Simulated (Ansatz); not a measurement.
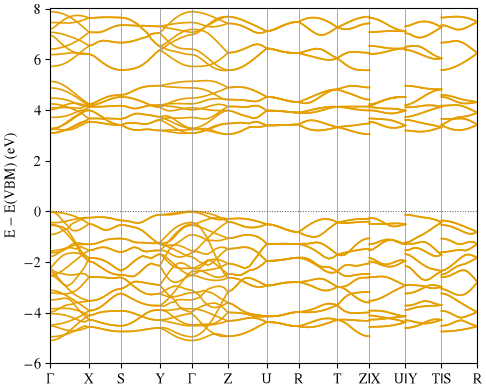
Figure. Band structure from DFT-r²SCAN in the program Ansatz with PAW potentials

Question: Read off the gap and where the band edges lie.

Answer: About 3.0 eV (3.05 eV by a search for the band edges); maximum at Γ, minimum at Z.

The material is TiO2 in space group Pbcn (No. 60; Ti on 4c, O on 8d).

This is a known high-pressure phase of the composition, computed here at zero pressure and temperature. Symmetry was held in the r²SCAN relaxation; of distortions, only those at the zone centre were tested. The run is not spin-polarised.

Potentials: the earlier of the program's two PAW sets.
